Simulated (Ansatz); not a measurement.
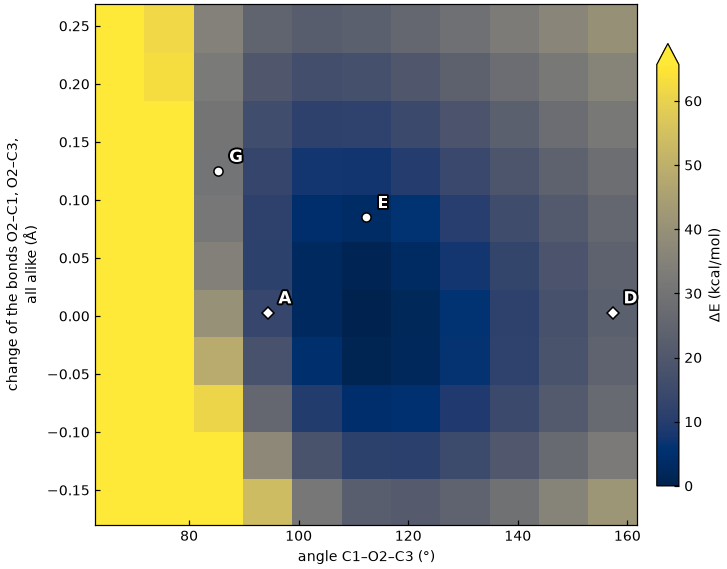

C2H4NO, SMILES COC=[N-], charge −1. Coordinates scanned: (1) angle C1–O2–C3; (2) change of the bonds O2–C1, O2–C3, all alike. Nothing is relaxed (all other coordinates rigid). The grid has 11 × 11 points. Points are written as (first, second). Energies: kcal/mol, counted from the lowest grid point. Method: RKS CAM-B3LYP-D4/def2-SVPD in Ansatz 0.2.0.

Drawn: one coloured cell a grid point, one colour for all values above the top of the scale, lettered points.

> Is E the lowest point of the computed grid?

No. E lies 3.7 kcal/mol above the lowest grid point, which is at (112.3°, 0.003 Å).

> What kind of point is each of A, E, G: minimum, saddle, maximum or slope?

A: on a slope; E: on a slope; G: on a slope. (In these two coordinates alone; a stationary point may lie a little off the grid point.)
